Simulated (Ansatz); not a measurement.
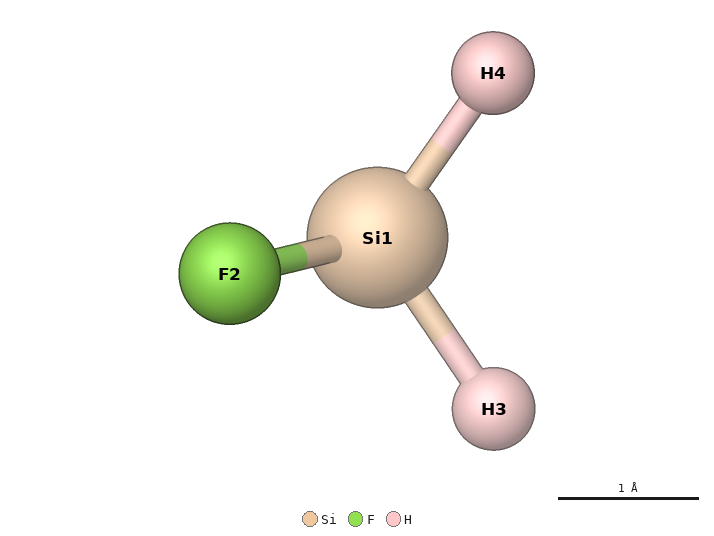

Orthographic view. Depth is shown by fading: the farther an atom, the more it takes the colour of the background. The species is neutral and a spin doublet. Computed geometry: PBE0-D4/def2-TZVP optimisation.

Write a Z-matrix (Å, degrees) in the order of the atom numbers, with these reference atoms: 2 to 1; 3 to 1, 2; 4 to 1, 3, 2.

```
Si 
F    1   1.604
H    1   1.490   2   107.9
H    1   1.490   3   111.4   2   118.2
```
